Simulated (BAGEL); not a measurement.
# BH2F (SMILES BF), step by step

Aim: a single-point energy (HF/6-31G*), then a single-point energy (NEVPT2(2,2)/6-31G*), then a single-point energy (CASPT2(2,2)/6-31G*) of BH2F. 

The results are computed with BAGEL 1.2.2.

1 further run of the same task is left out (set aside as unsound or not needed).

## (1) The molecule

BH2F: 4 atoms, total charge 0, spin state singlet. As SMILES, `BF`. One bond was lengthened or shortened from a relaxed shape.

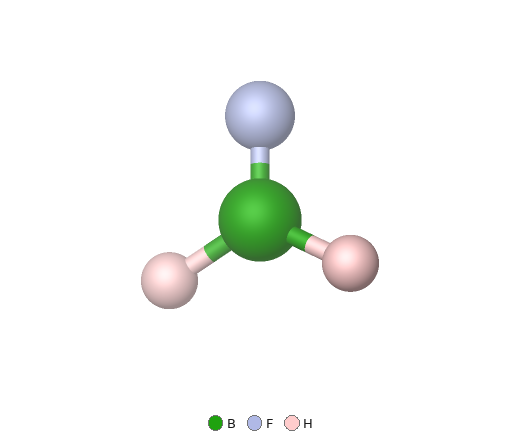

The structure, seen from a chosen angle (boron green, fluorine light blue, hydrogen pink).

## (2) A single-point energy at HF/6-31G(d) (density fitting with svp-jkfit, spherical functions) (run 1)

Input file input.json:

```json
{ "bagel" : [

{
  "title" : "molecule",
  "basis" : "6-31gs.json",
  "df_basis" : "svp-jkfit",
  "angstrom" : false,
  "geometry" : [
    { "atom" : "B", "xyz" : [     0.25702732,    -0.09054623,     0.13479227 ] },
    { "atom" : "F", "xyz" : [     2.00537736,    -0.56068174,     1.22813301 ] },
    { "atom" : "H", "xyz" : [    -1.60473086,    -1.30960855,     0.54486284 ] },
    { "atom" : "H", "xyz" : [     0.37324548,     1.59811304,    -1.36716205 ] }
  ]
},

{
  "title" : "hf"
},

{
  "title" : "print",
  "file" : "orbitals.molden",
  "orbitals" : true
}

]}
```

The basis set 6-31G* is read from a file made from the Basis Set Exchange's data (not shown).

Launch:

```bash
$ BAGEL_NUM_THREADS=1 BAGEL input.json > input.out
```

What it wrote:

```text
* using 1 threads per process

  ===============================================================
  ===============================================================

  *** Geometry ***

  { "atom" : "B", "xyz" : [      0.257027,     -0.090546,      0.134792 ] },
  { "atom" : "F", "xyz" : [      2.005377,     -0.560682,      1.228133 ] },
  { "atom" : "H", "xyz" : [     -1.604731,     -1.309609,      0.544863 ] },
  { "atom" : "H", "xyz" : [      0.373245,      1.598113,     -1.367162 ] },

  Number of auxiliary basis functions:      188

  Since a DF basis is specified, we compute 2- and 3-index integrals:
    o Being stored without compression. Storage requirement is 0.002 GB

  Number of basis functions:       32
  Number of electrons      :       16

    * METHOD: MOLECULE                             0.03

  *** RHF ***

  === Nuclear Repulsion ===
    30.7461097050

      * DIIS with orbital gradients will be used.

  === RHF iteration (6-31gs.json) ===
      0       -125.18844397          0.03315874           0.00
      1       -125.24620801          0.01915500           0.00
      2       -125.26834886          0.00194894           0.00
      3       -125.26872124          0.00022933           0.00
      4       -125.26872810          0.00005530           0.00
      5       -125.26872860          0.00001302           0.00
      6       -125.26872863          0.00000312           0.00
      7       -125.26872863          0.00000031           0.00
      8       -125.26872863          0.00000007           0.00
      9       -125.26872863          0.00000003           0.00
     10       -125.26872863          0.00000000           0.00
    * SCF iteration converged.

    * Permanent dipole moment:
           (   -0.076884,     0.020771,    -0.048193) a.u.

    * METHOD: HF                                   0.06

    * METHOD: PRINT                                0.00

  ===============================================================
```

Run time: 0.2 s. Hardware: 1 thread of Arm Neoverse V1, shared host.

## (3) The energy at NEVPT2(2,2)/6-31G(d) (density fitting with svp-jkfit, spherical functions) (run 2)

Changes to input.json since step 2:

```diff
@@ -20,2 +20,13 @@
 {
+  "title" : "nevpt2",
+  "nstate" : 1,
+  "nact" : 2,
+  "nclosed" : 7,
+  "active" : [3, 10],
+  "maxiter" : 200,
+  "natocc" : true,
+  "ncore" : 2
+},
+
+{
   "title" : "print",
```

The basis set 6-31G* is read from a file made from the Basis Set Exchange's data (not shown).

Launch:

```bash
$ BAGEL_NUM_THREADS=1 BAGEL input.json > input.out
```

What it wrote:

```text
* using 1 threads per process

  ===============================================================
  ===============================================================

  *** Geometry ***

  { "atom" : "B", "xyz" : [      0.257027,     -0.090546,      0.134792 ] },
  { "atom" : "F", "xyz" : [      2.005377,     -0.560682,      1.228133 ] },
  { "atom" : "H", "xyz" : [     -1.604731,     -1.309609,      0.544863 ] },
  { "atom" : "H", "xyz" : [      0.373245,      1.598113,     -1.367162 ] },

  Number of auxiliary basis functions:      188

  Since a DF basis is specified, we compute 2- and 3-index integrals:
    o Being stored without compression. Storage requirement is 0.002 GB

  Number of basis functions:       32
  Number of electrons      :       16

    * METHOD: MOLECULE                             0.03

  *** RHF ***

  === Nuclear Repulsion ===
    30.7461097050

      * DIIS with orbital gradients will be used.

  === RHF iteration (6-31gs.json) ===
      0       -125.18844397          0.03315874           0.00
      1       -125.24620801          0.01915500           0.00
      2       -125.26834886          0.00194894           0.00
      3       -125.26872124          0.00022933           0.00
      4       -125.26872810          0.00005530           0.00
      5       -125.26872860          0.00001302           0.00
      6       -125.26872863          0.00000312           0.00
      7       -125.26872863          0.00000031           0.00
      8       -125.26872863          0.00000007           0.00
      9       -125.26872863          0.00000003           0.00
     10       -125.26872863          0.00000000           0.00
    * SCF iteration converged.

    * Permanent dipole moment:
           (   -0.076884,     0.020771,    -0.048193) a.u.

    * METHOD: HF                                   0.06

    * freezing 2 orbitals
  ---------------------------
      CASSCF calculation
  ---------------------------

    ==== Active orbitals : =====
         Orbital 3
         Orbital 10
    ============================

    * nstate   :      1
    * nclosed  :      7
    * nact     :      2
    * nvirt    :     23
  === CASSCF iteration (6-31gs.json) ===

    * Using the second-order algorithm

      0  0      -125.26876228     3.06e-05      0.00

      1  0      -125.26990017     5.32e-04      0.01

      2  0      -125.27815960     1.05e-03      0.01

      3  0      -125.28032481     3.53e-04      0.01

      4  0      -125.28041952     1.12e-04      0.02

      5  0      -125.28042161     3.61e-05      0.02

      6  0      -125.28042165     1.04e-05      0.02

      7  0      -125.28042165     2.85e-06      0.02

      8  0      -125.28042165     7.63e-07      0.02

      9  0      -125.28042165     2.03e-07      0.01

     10  0      -125.28042165     5.39e-08      0.02

     11  0      -125.28042165     1.43e-08      0.01

     12  0      -125.28042165     3.81e-09      0.01

    * Second-order optimization converged. *

     guess   0:   closed 1.                   open ..

  === FCI iteration ===

      0  0      -125.26869082     1.08e-01      0.00
      1  0      -125.28041421     2.01e-03      0.00
      2  0 *    -125.28042165     1.07e-15      0.00

     * ci vector, state   0, <S^2> = 0.0000
       2.     0.9985249129
       .2    -0.0542954725

  === DF-NEVPT2 calculation ===

    * 3-index integral transformation done
    * assembly done

      NEVPT2 correlation energy:   -0.2222337353      0.01

          (+0)     -0.1469765010
          (+0)'    -0.0437577975
          (+1)     -0.0029842776
          (+1)'     0.0000000000
          (+2)     -0.0004396282
          (-1)     -0.0243762530
          (-1)'     0.0000000000
          (-2)     -0.0036992780

      NEVPT2 total energy:       -125.5026553844

    * METHOD: NEVPT2                               0.22

    * METHOD: PRINT                                0.00

  ===============================================================
```

It took 0.42 s on 1 thread of Arm Neoverse V1, shared host.

## (4) A single-point energy at CASPT2(2,2)/6-31G(d) (density fitting with svp-jkfit, spherical functions) (run 3)

Input file input.json:

```json
{ "bagel": [

{
  "title": "molecule",
  "basis": "6-31gs.json",
  "df_basis": "svp-jkfit",
  "angstrom": false,
  "geometry": [
    { "atom": "B", "xyz": [     0.25702732,    -0.09054623,     0.13479227 ] },
    { "atom": "F", "xyz": [     2.00537736,    -0.56068174,     1.22813301 ] },
    { "atom": "H", "xyz": [    -1.60473086,    -1.30960855,     0.54486284 ] },
    { "atom": "H", "xyz": [     0.37324548,     1.59811304,    -1.36716205 ] }
  ]
},

{ "title": "hf" },

{ "title": "casscf", "nstate": 1, "nact": 2, "nclosed": 7, "nspin": 0, "active": [3, 10], "maxiter": 200, "natocc": true },

{ "title": "print", "file": "orbitals.molden", "orbitals": true },

{ "title": "smith", "method": "caspt2", "ms": true, "xms": true, "sssr": true, "shift": 0.2, "shift_imag": true, "ncore": 2 }

]}
```

The basis set 6-31G* is read from a file made from the Basis Set Exchange's data (not shown).

Launch:

```bash
$ BAGEL_NUM_THREADS=1 BAGEL input.json > input.out
```

What it wrote:

```text
* using 1 threads per process

  ===============================================================
  ===============================================================

  *** Geometry ***

  { "atom" : "B", "xyz" : [      0.257027,     -0.090546,      0.134792 ] },
  { "atom" : "F", "xyz" : [      2.005377,     -0.560682,      1.228133 ] },
  { "atom" : "H", "xyz" : [     -1.604731,     -1.309609,      0.544863 ] },
  { "atom" : "H", "xyz" : [      0.373245,      1.598113,     -1.367162 ] },

  Number of auxiliary basis functions:      188

  Since a DF basis is specified, we compute 2- and 3-index integrals:
    o Being stored without compression. Storage requirement is 0.002 GB

  Number of basis functions:       32
  Number of electrons      :       16

    * METHOD: MOLECULE                             0.03

  *** RHF ***

  === Nuclear Repulsion ===
    30.7461097050

      * DIIS with orbital gradients will be used.

  === RHF iteration (6-31gs.json) ===
      0       -125.18844397          0.03315874           0.00
      1       -125.24620801          0.01915500           0.00
      2       -125.26834886          0.00194894           0.00
      3       -125.26872124          0.00022933           0.00
      4       -125.26872810          0.00005530           0.00
      5       -125.26872860          0.00001302           0.00
      6       -125.26872863          0.00000312           0.00
      7       -125.26872863          0.00000031           0.00
      8       -125.26872863          0.00000007           0.00
      9       -125.26872863          0.00000003           0.00
     10       -125.26872863          0.00000000           0.00
    * SCF iteration converged.

    * Permanent dipole moment:
           (   -0.076884,     0.020771,    -0.048193) a.u.

    * METHOD: HF                                   0.06

  ---------------------------
      CASSCF calculation
  ---------------------------

    ==== Active orbitals : =====
         Orbital 3
         Orbital 10
    ============================

    * nstate   :      1
    * nclosed  :      7
    * nact     :      2
    * nvirt    :     23
  === CASSCF iteration (6-31gs.json) ===

    * Using the second-order algorithm

      0  0      -125.26876228     3.06e-05      0.00

      1  0      -125.26990017     5.32e-04      0.01

      2  0      -125.27815960     1.05e-03      0.02

      3  0      -125.28032481     3.53e-04      0.01

      4  0      -125.28041952     1.12e-04      0.02

      5  0      -125.28042161     3.61e-05      0.02

      6  0      -125.28042165     1.04e-05      0.03

      7  0      -125.28042165     2.85e-06      0.02

      8  0      -125.28042165     7.63e-07      0.02

      9  0      -125.28042165     2.03e-07      0.02

     10  0      -125.28042165     5.39e-08      0.02

     11  0      -125.28042165     1.43e-08      0.01

     12  0      -125.28042165     3.81e-09      0.01

    * Second-order optimization converged. *

     guess   0:   closed 1.                   open ..

  === FCI iteration ===

      0  0      -125.26869082     1.08e-01      0.00
      1  0      -125.28041421     2.01e-03      0.00
      2  0 *    -125.28042165     1.07e-15      0.00

     * ci vector, state   0, <S^2> = 0.0000
       2.     0.9985249129
       .2    -0.0542954725

    * METHOD: CASSCF                               0.21

    * METHOD: PRINT                                0.00

  === SMITH program ===

    * freezing 2 orbitals

    * Approximate memory requirement for SMITH calulation per MPI process:
      o Storage requirement for T-amplitude, lambda, and residual is 0.00 GB
      o Storage requirement for MO integrals is 0.00 GB
    * Calculating and saving rdm4f

    * Zeroth order energy : state  0       -2.2352774012

    * CASPT2 iteration is performed using orthogonal basis

      -------------------------------------------  CASPT2 iteration  ---------------------------------------------------
       #      aibj      arbs      arbi      airj      risj      airs      arst      rist         Etot      error   time
      ------------------------------------------------------------------------------------------------------------------

       0  -0.14791  -0.00442  -0.02482  -0.00348  -0.00055  -0.03860   0.00000  -0.00000   -0.2197743  0.0070186   0.01
       1  -0.14845  -0.00451  -0.02509  -0.00365  -0.00060  -0.03996  -0.00000  -0.00000   -0.2222498  0.0011782   0.01
       2  -0.14853  -0.00451  -0.02504  -0.00367  -0.00060  -0.04003  -0.00000  -0.00000   -0.2223823  0.0002763   0.01
       3  -0.14853  -0.00451  -0.02504  -0.00365  -0.00060  -0.04005   0.00000  -0.00000   -0.2223867  0.0000519   0.01
       4  -0.14853  -0.00451  -0.02504  -0.00365  -0.00060  -0.04005   0.00000  -0.00000   -0.2223869  0.0000128   0.01
       5  -0.14853  -0.00451  -0.02504  -0.00365  -0.00060  -0.04005   0.00000  -0.00000   -0.2223870  0.0000026   0.01
       6  -0.14853  -0.00451  -0.02504  -0.00365  -0.00060  -0.04005   0.00000  -0.00000   -0.2223870  0.0000006   0.01

      ------------------------------------------------------------------------------------------------------------------

    * CASPT2 energy : state  0     -125.5034637885
        w/o shift correction       -125.5028086040
        reference weight              0.9464441689

    * METHOD: SMITH                                0.08

  ===============================================================
```

It took 0.51 s on 1 thread of Arm Neoverse V1, shared host.

## (5) Results

| quantity | value |
| --- | --- |
| run 1, HF/6-31G*: total energy | -125.26873 Eh |
| run 1, HF/6-31G*: dipole moment | 0.24 D |
| run 1, HF/6-31G*: HOMO energy | -12.20 eV |
| run 1, HF/6-31G*: LUMO energy | 4.26 eV |
| run 1, HF/6-31G*: HOMO–LUMO gap | 16.46 eV |
| run 2, NEVPT2(2,2)/6-31G*: total energy | -125.50266 Eh |
| run 3, CASPT2(2,2)/6-31G*: total energy | -125.50346 Eh |
